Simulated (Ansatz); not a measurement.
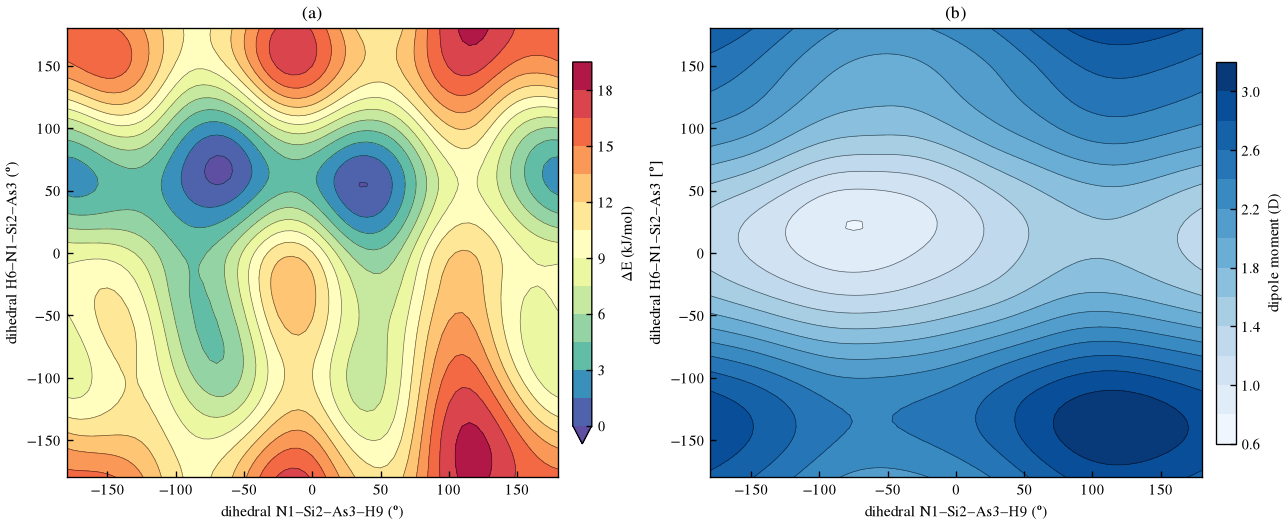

CH₆AsNOSi, SMILES N[SiH]([AsH2])C=O. First axis: dihedral N1–Si2–As3–H9. Second axis: dihedral H6–N1–Si2–As3. Nothing is relaxed (all other coordinates rigid). The scan uses a 12 × 12 grid. Points are written as (first, second). All energies are given in kJ/mol relative to the lowest grid point. Computed with Ansatz, RKS PBE0-D4/def2-SVP.

Panel (a) is the energy and panel (b) the computed dipole moment on the same grid.

In the figure: filled contours. Between grid points the surface is interpolated.

How does the dipole moment vary over the map, and what is it at the lowest grid point?

Leaving out the highest fifth of the energies, it runs from 0.82 D at (−60°, 30°) to 2.94 D at (−180°, −150°). At the lowest grid point, (−60°, 60°), it is 1.12 D.

```csv
"dihedral H6–N1–Si2–As3 ↓, dihedral N1–Si2–As3–H9 →",−180,−150,−120,−90,−60,−30,0,30,60,90,120,150
150,2.53,2.40,2.20,2.03,1.95,1.97,2.08,2.23,2.41,2.60,2.67,2.62
120,2.34,2.22,2.02,1.87,1.82,1.83,1.95,2.10,2.26,2.42,2.48,2.42
90,2.06,1.94,1.74,1.59,1.55,1.57,1.70,1.87,2.03,2.17,2.23,2.16
60,1.66,1.52,1.32,1.15,1.12,1.17,1.32,1.52,1.69,1.83,1.87,1.79
30,1.36,1.20,1.00,0.84,0.82,0.93,1.09,1.28,1.46,1.58,1.61,1.51
0,1.33,1.17,1.02,0.90,0.90,1.00,1.13,1.29,1.46,1.57,1.57,1.47
−30,1.55,1.41,1.26,1.17,1.16,1.24,1.35,1.48,1.65,1.77,1.76,1.67
−60,1.99,1.86,1.71,1.60,1.59,1.65,1.75,1.89,2.05,2.19,2.20,2.11
−90,2.52,2.39,2.22,2.09,2.07,2.12,2.22,2.38,2.55,2.70,2.73,2.64
−120,2.88,2.75,2.56,2.40,2.36,2.40,2.50,2.67,2.88,3.04,3.09,3.01
−150,2.94,2.79,2.60,2.41,2.35,2.39,2.48,2.65,2.89,3.07,3.12,3.06
−180,2.76,2.61,2.41,2.22,2.14,2.17,2.27,2.43,2.65,2.85,2.91,2.86
```
